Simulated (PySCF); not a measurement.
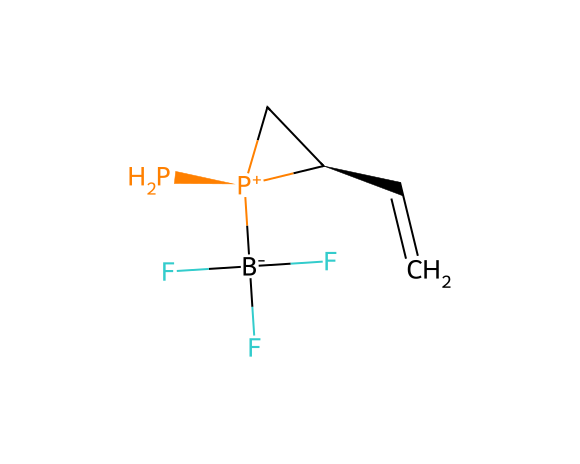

The geometry was computed by an optimisation with GFN2-xTB. No frequency run is at hand to confirm it as a minimum. Properties computed with PBE0/pcSseg-1, gas phase (PySCF 2.14.0).

**Estimate the LUMO energy (Kohn–Sham orbital).**

−1.13 eV.

**What is the HOMO energy (Kohn–Sham orbital)?**

−7.43 eV.

**Estimate the dipole moment.**

4.15 D.

The geometry is semi-empirical. Around B, P such bond lengths and angles can be off by a tenth of an ångström or more and by several degrees, and values that hang on the shape move with them.
